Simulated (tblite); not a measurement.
# C$_{7}$H$_{13}$AlClN: geometry relaxation (part 1 of 2)

System: C$_{7}$H$_{13}$AlClN.
Method: GFN2-xTB geometry optimisation, gas phase (tblite 0.8.0).

It belongs to a series of runs on one base structure; here: H on C replaced by cPr.

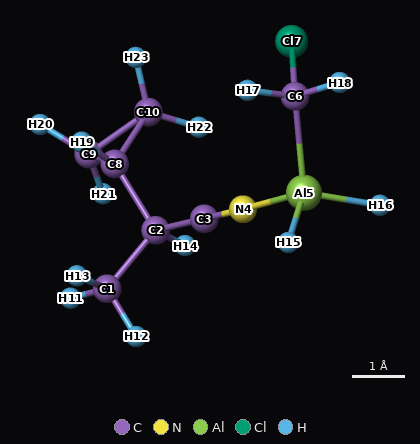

The starting structure (ball-and-stick view, seen at a tilt; atoms are numbered from 1 in the order of the input). Sticks mark near contacts. Bond lengths as drawn: Al–C 1.98 Å, Al–H 1.59 Å, Al–N 1.86 Å, C–C 1.48 to 1.54 Å, C–Cl 1.78 Å, C–H 1.10 to 1.12 Å and C–N 1.15 Å.

**Input file**
```
{"job": {"kind": "relax", "xc": "GFN2-xTB", "basis": "xTB"}, "charge": 0, "multiplicity": 1}
C     -1.521000    -2.159500    -0.428600
C     -1.147100    -0.689400    -0.653700
C      0.329100    -0.565900    -0.644600
N      1.470700    -0.445500    -0.656200
Al     3.325400    -0.256900    -0.624500
C      3.831500     1.029100     0.798600
Cl     2.768500     2.452800     0.731700
C     -1.714200     0.183000     0.485900
C     -3.124800     0.698500     0.247000
C     -1.944500     1.640500     0.129300
H     -2.638400    -2.263800    -0.443100
H     -1.115000    -2.791800    -1.238900
H     -1.152300    -2.525100     0.558800
H     -1.514400    -0.374500    -1.643500
H      4.007400    -1.660600    -0.345100
H      3.811000     0.306600    -2.032900
H      3.737200     0.540400     1.793300
H      4.886600     1.345000     0.652300
H     -1.453800    -0.015100     1.548800
H     -3.721300     0.849400     1.177100
H     -3.599700     0.442200    -0.722500
H     -1.699700     1.936200    -0.918200
H     -1.825900     2.351400     0.991200
```

The first line tells a small driver script what to run in tblite; the rest is the geometry in Å.

Launched with:
```bash
OMP_NUM_THREADS=1 python <driver script> task.json out
```

**Log**
```
step      E/eV     max force
  0    -818.75148    2.349
  1    -819.04061    2.038
  2    -819.04160    7.805
  3    -819.28004    1.990
  4    -819.32035    0.577
  5    -819.35192    0.395
  6    -819.39371    0.839
  7    -819.40973    0.527
  8    -819.41928    0.168
  9    -819.42406    0.255
 10    -819.43015    0.311
 11    -819.43733    0.293
 12    -819.44709    0.220
 13    -819.45884    0.282
 14    -819.47089    0.379
 15    -819.48042    0.261
 16    -819.48693    0.182
 17    -819.49239    0.191
 18    -819.49865    0.247
 19    -819.50672    0.324
 20    -819.51802    0.326
 21    -819.53310    0.274
 22    -819.55010    0.343
 23    -819.56499    0.352
 24    -819.57341    0.222
 25    -819.57881    0.180
 26    -819.58322    0.275
 27    -819.58686    0.183
 28    -819.58939    0.095
 29    -819.59090    0.127
 30    -819.59331    0.215
 31    -819.59626    0.244
 32    -819.59969    0.181
 33    -819.60251    0.109
 34    -819.60452    0.083
 35    -819.60596    0.091
 36    -819.60710    0.074
 37    -819.60800    0.069
 38    -819.60881    0.066
 39    -819.60966    0.078
 40    -819.61055    0.079
 41    -819.61126    0.048
 42    -819.61171    0.036
 43    -819.61199    0.038
 44    -819.61217    0.034
 45    -819.61231    0.029
 46    -819.61241    0.026
 47    -819.61251    0.026
 48    -819.61263    0.028
 49    -819.61273    0.023
 50    -819.61281    0.024
 51    -819.61288    0.024
 52    -819.61296    0.025
 53    -819.61304    0.025
 54    -819.61310    0.021
 55    -819.61317    0.020
 56    -819.61326    0.033
 57    -819.61339    0.036
 58    -819.61351    0.029
 59    -819.61361    0.017
 60    -819.61367    0.018
 61    -819.61373    0.019
 62    -819.61378    0.013
 63    -819.61382    0.014
 64    -819.61385    0.012
 65    -819.61389    0.016
 66    -819.61392    0.016
 67    -819.61397    0.024
 68    -819.61402    0.026
 69    -819.61408    0.019
 70    -819.61412    0.014
 71    -819.61416    0.010
 72    -819.61418    0.013
 73    -819.61421    0.013
 74    -819.61423    0.010
 75    -819.61427    0.013
 76    -819.61431    0.019
 77    -819.61439    0.026
 78    -819.61450    0.028
 79    -819.61464    0.035
 80    -819.61480    0.036
 81    -819.61496    0.026
 82    -819.61515    0.031
 83    -819.61544    0.042
 84    -819.61590    0.074
 85    -819.61653    0.092
 86    -819.61730    0.075
 87    -819.61831    0.124
 88    -819.61921    0.217
 89    -819.62071    0.217
 90    -819.62440    0.294
 91    -819.63014    0.113
 92    -819.63468    0.463
 93    -819.64443    0.363
 94    -819.64957    0.308
 95    -819.65067    0.354
 96    -819.65777    0.124
 97    -819.66100    0.235
 98    -819.66717    0.157
 99    -819.66840    0.082
100    -819.66981    0.078
101    -819.67079    0.130
102    -819.67198    0.120
103    -819.67283    0.079
104    -819.67336    0.044
105    -819.67381    0.045
106    -819.67437    0.091
107    -819.67511    0.097
108    -819.67600    0.115
109    -819.67707    0.079
110    -819.67801    0.064
111    -819.67867    0.059
112    -819.67942    0.060
113    -819.68017    0.060
114    -819.68089    0.054
115    -819.68143    0.041
116    -819.68180    0.044
117    -819.68211    0.047
118    -819.68246    0.044
119    -819.68287    0.042
120    -819.68326    0.040
121    -819.68358    0.035
122    -819.68384    0.038
123    -819.68411    0.041
124    -819.68437    0.033
125    -819.68460    0.032
126    -819.68477    0.030
127    -819.68494    0.033
128    -819.68513    0.031
129    -819.68534    0.033
130    -819.68553    0.029
131    -819.68568    0.022
132    -819.68583    0.028
133    -819.68600    0.034
134    -819.68619    0.034
135    -819.68637    0.028
136    -819.68657    0.030
137    -819.68682    0.036
138    -819.68714    0.046
139    -819.68748    0.049
140    -819.68779    0.042
141    -819.68808    0.047
142    -819.68842    0.047
143    -819.68881    0.044
144    -819.68922    0.052
145    -819.68952    0.036
146    -819.68974    0.039
147    -819.68998    0.038
148    -819.69034    0.050
149    -819.69074    0.039
150    -819.69108    0.039
151    -819.69134    0.041
152    -819.69159    0.050
153    -819.69186    0.049
154    -819.69219    0.031
155    -819.69236    0.026
156    -819.69249    0.025
157    -819.69262    0.033
158    -819.69275    0.029
159    -819.69288    0.023
160    -819.69301    0.021
161    -819.69312    0.022
162    -819.69321    0.021
163    -819.69330    0.022
164    -819.69341    0.022
165    -819.69352    0.021
166    -819.69362    0.019
167    -819.69370    0.018
168    -819.69378    0.020
169    -819.69387    0.020
170    -819.69398    0.023
171    -819.69407    0.019
172    -819.69415    0.015
173    -819.69421    0.017
174    -819.69428    0.024
175    -819.69434    0.022
176    -819.69440    0.019
177    -819.69445    0.013
178    -819.69449    0.014
179    -819.69452    0.017
180    -819.69455    0.010
181    -819.69457    0.009
```

**Trajectory as extended XYZ (Å, eV, eV/Å), 10 of the 182 frames kept, from step=0 to step=181**
```
23
Properties=species:S:1:pos:R:3:forces:R:3 step=0 energy=-818.75148
C    -1.5210   -2.1595   -0.4286   -0.5240  -0.7060   0.1340
C    -1.1471   -0.6894   -0.6537    1.3200  -0.2060   1.0100
C     0.3291   -0.5659   -0.6446   -1.7650   0.0020  -0.2430
N     1.4707   -0.4455   -0.6562   -0.6390  -0.0510   0.0890
Al    3.3254   -0.2569   -0.6245    2.0950  -0.2790  -1.0260
C     3.8315    1.0291    0.7986    0.2030  -0.6910   0.3010
Cl    2.7685    2.4528    0.7317   -0.0350   0.1900   0.1530
C    -1.7142    0.1830    0.4859   -0.4240   0.6730  -0.4380
C    -3.1248    0.6985    0.2470    0.2720   0.3340   0.3280
C    -1.9445    1.6405    0.1293   -0.1400   0.0420   0.3950
H    -2.6384   -2.2638   -0.4431    1.0160   0.1460   0.0590
H    -1.1150   -2.7918   -1.2389   -0.1490   0.2430   0.5030
H    -1.1523   -2.5251    0.5588   -0.2510   0.2740  -0.8390
H    -1.5144   -0.3745   -1.6435    0.1260   0.1350   0.3590
H     4.0074   -1.6606   -0.3451   -0.4990   0.0670   0.1430
H     3.8110    0.3066   -2.0329   -0.5690  -0.0570   0.1490
H     3.7372    0.5404    1.7933    0.2030   0.6930  -0.0490
H     4.8866    1.3450    0.6523   -0.5730   0.0910   0.3290
H    -1.4538   -0.0151    1.5488    0.0540  -0.1900  -1.1710
H    -3.7213    0.8494    1.1771    0.1490  -0.4080  -1.2860
H    -3.5997    0.4422   -0.7225    0.0230   0.0750   1.2050
H    -1.6997    1.9362   -0.9182    0.0220   0.1240   1.3700
H    -1.8259    2.3514    0.9912    0.0830  -0.5000  -1.4770
23
Properties=species:S:1:pos:R:3:forces:R:3 step=20 energy=-819.51802
C    -1.4853   -2.1704   -0.4190    0.1060   0.2590  -0.0360
C    -1.0836   -0.7030   -0.6479   -0.0810   0.1700   0.0590
C     0.3403   -0.5517   -0.6279    0.0830   0.0220  -0.1020
N     1.4791   -0.4080   -0.6060   -0.2910   0.0010   0.1480
Al    3.4209   -0.2785   -0.6707    0.0270  -0.0150  -0.0090
C     3.8946    0.9639    0.8754    0.0400   0.1130   0.0500
Cl    2.6399    2.2385    0.5817   -0.0620  -0.1680  -0.1680
C    -1.6793    0.2076    0.4283    0.0100   0.0150  -0.0700
C    -3.0822    0.7157    0.2454    0.0150  -0.1850   0.0310
C    -1.9295    1.6575    0.1357    0.0420   0.0220   0.0280
H    -2.5739   -2.2197   -0.4269    0.1450  -0.1530   0.0290
H    -1.0705   -2.7952   -1.2078   -0.1010  -0.0440   0.0870
H    -1.1015   -2.5025    0.5452   -0.1200  -0.0700  -0.1020
H    -1.4323   -0.3702   -1.6397    0.0360  -0.0530   0.1590
H     3.7204   -1.7851   -0.4521    0.0380  -0.0410   0.0950
H     3.4779    0.2537   -2.1221    0.0570   0.1810  -0.0380
H     3.7555    0.6847    1.9232   -0.0550  -0.1310   0.0650
H     4.8391    1.5159    0.8563    0.1060   0.0160  -0.0820
H    -1.3660   -0.0490    1.4377   -0.0360   0.0130  -0.1830
H    -3.7115    0.7576    1.1199   -0.0490   0.0440  -0.0130
H    -3.6069    0.4502   -0.6596   -0.0230  -0.0280   0.0080
H    -1.6762    2.0490   -0.8363    0.0470  -0.0450  -0.0450
H    -1.7737    2.3659    0.9293    0.0660   0.0780   0.0870
23
Properties=species:S:1:pos:R:3:forces:R:3 step=40 energy=-819.61055
C    -1.4853   -2.1691   -0.4261   -0.0150  -0.0210  -0.0090
C    -1.1157   -0.6951   -0.6476    0.0410  -0.0400  -0.0130
C     0.3114   -0.5645   -0.6235   -0.0740   0.0260   0.0050
N     1.4495   -0.4668   -0.5305    0.0560   0.0260  -0.0220
Al    3.4178   -0.2344   -0.6572    0.0020  -0.0090   0.0210
C     3.9902    0.9340    0.9092    0.0080   0.0200  -0.0030
Cl    2.6433    2.0052    0.3417    0.0320  -0.0220   0.0120
C    -1.7022    0.2107    0.4261    0.0190   0.0060   0.0080
C    -3.0966    0.7322    0.2519   -0.0110  -0.0240   0.0160
C    -1.9304    1.6635    0.1368    0.0120  -0.0090  -0.0110
H    -2.5678   -2.2739   -0.4319    0.0260   0.0030   0.0280
H    -1.0670   -2.7910   -1.2151   -0.0090   0.0090   0.0370
H    -1.0989   -2.5126    0.5322   -0.0500  -0.0040  -0.0520
H    -1.4682   -0.3664   -1.6315   -0.0070  -0.0030  -0.0240
H     3.7230   -1.7428   -0.4515    0.0110  -0.0200  -0.0140
H     3.5058    0.4057   -2.0716   -0.0120   0.0140   0.0150
H     3.7672    0.7082    1.9573    0.0160   0.0410  -0.0370
H     4.8820    1.5684    0.9022   -0.0300  -0.0170   0.0250
H    -1.3835   -0.0559    1.4250   -0.0080  -0.0030   0.0370
H    -3.7255    0.7982    1.1244   -0.0260   0.0030   0.0370
H    -3.6339    0.4647   -0.6448    0.0030   0.0120  -0.0330
H    -1.6670    2.0340   -0.8414    0.0130   0.0170  -0.0120
H    -1.7530    2.3746    0.9279    0.0030  -0.0050  -0.0110
23
Properties=species:S:1:pos:R:3:forces:R:3 step=60 energy=-819.61367
C    -1.5065   -2.1777   -0.4242    0.0050   0.0060   0.0020
C    -1.1185   -0.7092   -0.6450   -0.0130   0.0120  -0.0020
C     0.3073   -0.5662   -0.6299    0.0020  -0.0110   0.0070
N     1.4452   -0.4418   -0.5595   -0.0160  -0.0060  -0.0010
Al    3.4185   -0.2229   -0.6499    0.0030   0.0050   0.0040
C     4.0035    0.9383    0.9191   -0.0010   0.0050  -0.0100
Cl    2.6681    2.0142    0.3392    0.0040   0.0000   0.0100
C    -1.7022    0.2001    0.4293   -0.0050   0.0020   0.0000
C    -3.0937    0.7291    0.2487    0.0010   0.0060  -0.0030
C    -1.9203    1.6534    0.1362   -0.0020   0.0020   0.0030
H    -2.5899   -2.2655   -0.4300    0.0020   0.0000  -0.0070
H    -1.0938   -2.8059   -1.2093   -0.0040  -0.0110   0.0030
H    -1.1341   -2.5272    0.5352    0.0070  -0.0110   0.0040
H    -1.4742   -0.3790   -1.6283    0.0000  -0.0010  -0.0090
H     3.7236   -1.7343   -0.4633   -0.0090  -0.0090   0.0000
H     3.5134    0.4332   -2.0558    0.0030   0.0060  -0.0020
H     3.7847    0.7395    1.9722    0.0050   0.0060  -0.0110
H     4.9024    1.5607    0.8966    0.0020   0.0040   0.0100
H    -1.3923   -0.0684    1.4314    0.0000   0.0020  -0.0040
H    -3.7286    0.7999    1.1183    0.0080   0.0030  -0.0030
H    -3.6268    0.4684   -0.6534    0.0060   0.0010   0.0000
H    -1.6495    2.0230   -0.8412    0.0000  -0.0070   0.0040
H    -1.7411    2.3654    0.9258    0.0020  -0.0030   0.0040
```
